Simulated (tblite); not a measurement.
Frequency calculation, with input and output: C₃H₁₂N₂Si (charge +1)

C₃H₁₂N₂Si, charge +1, multiplicity 2, SMILES CC[NH+][SiH2]NC, computed with GFN2-xTB harmonic vibrations, gas phase (tblite 0.8.0).

It belongs to a series of runs on one base structure; here: electron removed.

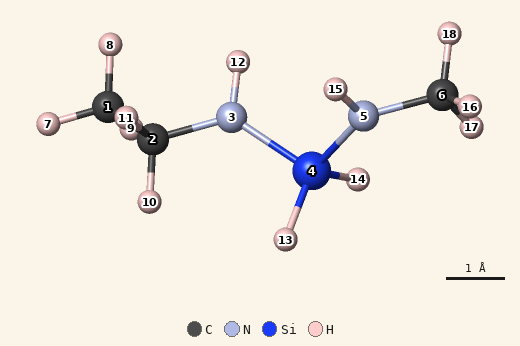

*The structure as given in the input (ball-and-stick view, seen at a tilt; atoms are numbered from 1 in the order of the input).*

Bond lengths as drawn: C–C 1.52 Å, C–H 1.09 to 1.10 Å, C–N 1.43 Å, H–N 1.01 Å, H–Si 1.46 Å and N–Si 1.74 Å.

Key numbers

```json
{"quantity": "outcome", "value": "converged"}
{"quantity": "total energy", "value": "−535.9830 eV"}
{"quantity": "zero-point energy", "value": "92.8270 kcal/mol"}
{"quantity": "hardware", "value": "1 CPU thread, shared host"}
{"quantity": "wall time", "value": "0.58 s"}
{"quantity": "peak memory", "value": "0.24 GiB"}
```

The input
```
{"job": {"kind": "ir", "xc": "GFN2-xTB", "basis": "xTB"}, "charge": 1, "multiplicity": 2}
C     -3.083803     0.550351    -0.125052
C     -1.935179    -0.430301     0.070680
N     -0.676891     0.153673    -0.257927
Si     0.690211    -0.585335    -1.038283
N      2.065072    -0.302299    -0.011539
C      3.321429     0.274498    -0.358809
H     -4.020428     0.075040     0.150391
H     -2.959111     1.438466     0.491382
H     -3.135154     0.858412    -1.166901
H     -2.069720    -1.333370    -0.528984
H     -1.937034    -0.743778     1.127213
H     -0.604163     1.108147     0.075623
H      0.458265    -2.023201    -1.084856
H      0.904378     0.132784    -2.288226
H      1.976705    -0.451033     0.986343
H      4.138264    -0.347626     0.021246
H      3.408054     0.369755    -1.437488
H      3.450346     1.262136     0.098769
```

The first line tells a small driver script what to run in tblite; the rest is the geometry in Å.

Launch command:
```bash
OMP_NUM_THREADS=1 python <driver script> task.json out
```

What the program printed
```
mode    cm-1     km/mol
  1      39.7      0.69
  2      45.6      0.56
  3      55.7      1.12
  4     130.0      4.61
  5     155.2      7.59
  6     202.0      0.41
  7     257.1      1.52
  8     285.4      0.05
  9     366.4      9.19
 10     442.3     32.83
 11     507.1    195.04
 12     522.3     43.26
 13     555.6      0.86
 14     663.7      9.44
 15     680.6     65.68
 16     722.7     50.27
 17     758.9     21.50
 18     809.5     16.73
 19     978.7     52.19
 20    1032.9      0.78
 21    1049.8      6.56
 22    1052.3     66.61
 23    1058.2     41.18
 24    1116.7    298.05
 25    1165.4     15.13
 26    1192.9     12.37
 27    1252.2      3.56
 28    1304.0     49.75
 29    1331.0      5.21
 30    1388.5    105.11
 31    1393.3     28.77
 32    1409.2     30.09
 33    1411.1     16.43
 34    1447.9     65.06
 35    1455.8     46.50
 36    1469.6     11.92
 37    2291.2     39.78
 38    2294.9    100.94
 39    2832.0     11.06
 40    2911.7      0.15
 41    2950.3     31.31
 42    2974.9     16.90
 43    3035.8      9.00
 44    3042.4     16.24
 45    3056.5      8.10
 46    3065.7      0.98
 47    3376.7     27.13
 48    3391.7     36.81
```

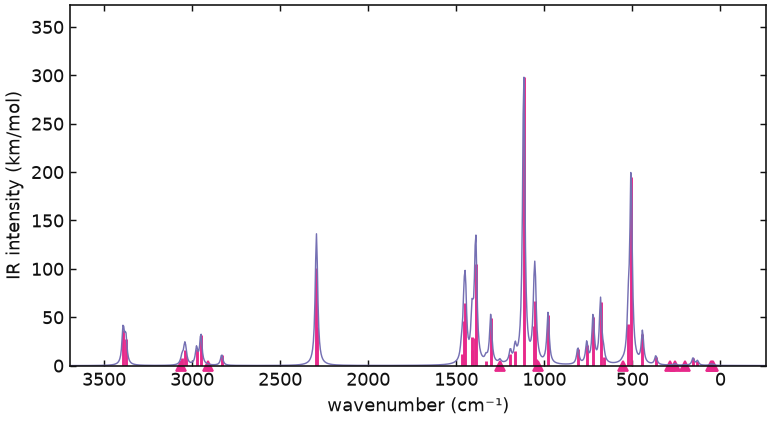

*Harmonic infrared spectrum, unscaled: sticks (degenerate modes added up, dark ones marked on the axis) with a Lorentzian envelope of 16 cm⁻¹ full width, scaled to the tallest stick.*

48 modes from 40 to 3392 cm⁻¹, none imaginary. The strongest line is at 1117 cm⁻¹ (298 km/mol).
